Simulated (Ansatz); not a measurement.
**How far to go with the k-point mesh at a smearing width of 0.02 eV: CaHg (P4mm, 2 atoms in the cell)**

```yaml
crystal:
  lattice:
    - [3.77342, 0.00000, 0.00000]
    - [0.00000, 3.77342, 0.00000]
    - [0.00000, 0.00000, 3.77342]
  atoms:
    - { symbol: Ca, position: [0.00000, 0.00000, 0.01325] }
    - { symbol: Hg, position: [0.50000, 0.50000, 0.50000] }
```

Level of theory: PBEsol, default PAW files made with PBE (plane waves; Ansatz, an electronic-structure program).

Base settings: basis.ecutwfc = 30.9 Ry; kpoints.mp_grid.grid = 9 9 9; hamiltonian.xc = pbesol; hamiltonian.pseudopotentials = {kind: paw} (the program's default PAW files); scf.occupations.method = gaussian; scf.occupations.width = 0.0073 Ry.

In this ladder: scf.occupations.width = 0.0015 Ry.

Only quantities that move along the ladder and can be compared are tabulated.

The count of work is k-points × plane waves × bands × iterations; it is no time. 

The starting cell comes from a database of computed structures (which also holds hypothetical and non-ambient phases and stackings), without a prior relaxation at this level. Its lattice was rescaled by up to half a per cent. One atom was moved a little off its site on purpose. Ansatz's pressure includes its estimate of the finite-basis (Pulay) stress.

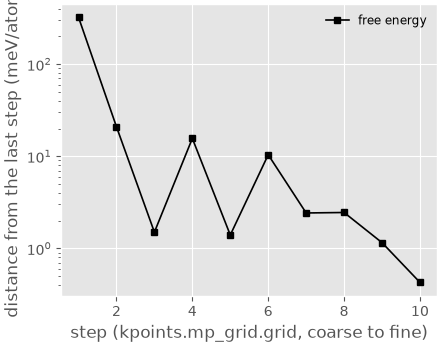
Figure. Distance from the last step along the ladder; very small values are drawn at a floor.

| kpoints.mp_grid.grid | free energy less the last step's (meV/atom) | pressure (GPa) | count of work / last |
|---|---|---|---|
| 3 3 3 | 322.55 | 0.91 | 0.0096 |
| 4 4 4 | 20.92 | -1.37 | 0.025 |
| 5 5 5 | 1.50 | -2.02 | 0.025 |
| 6 6 6 | 15.63 | -1.32 | 0.055 |
| 7 7 7 | -1.40 | -1.62 | 0.055 |
| 8 8 8 | 10.39 | -1.94 | 0.10 |
| 10 10 10 | -2.42 | -1.70 | 0.17 |
| 12 12 12 | 2.45 | -1.63 | 0.27 |
| 14 14 14 | 1.15 | -1.55 | 0.40 |
| 17 17 17 | -0.43 | -1.61 | 0.56 |
| 21 21 21 | 0.00 | -1.64 | 1.0 |

Coarsest kpoints.mp_grid.grid that holds the pressure within 0.1 GPa of the last step, with all finer ones: 10 10 10, at 0.17 of the last step's count of work; the step before is off by 0.31 GPa.

Coarsest kpoints.mp_grid.grid that holds the free energy within 5 meV/atom of the last step, with all finer ones: 10 10 10, at 0.17 of the last step's count of work; the step before is off by 10 meV/atom.

Keys are those of Ansatz 0.2.
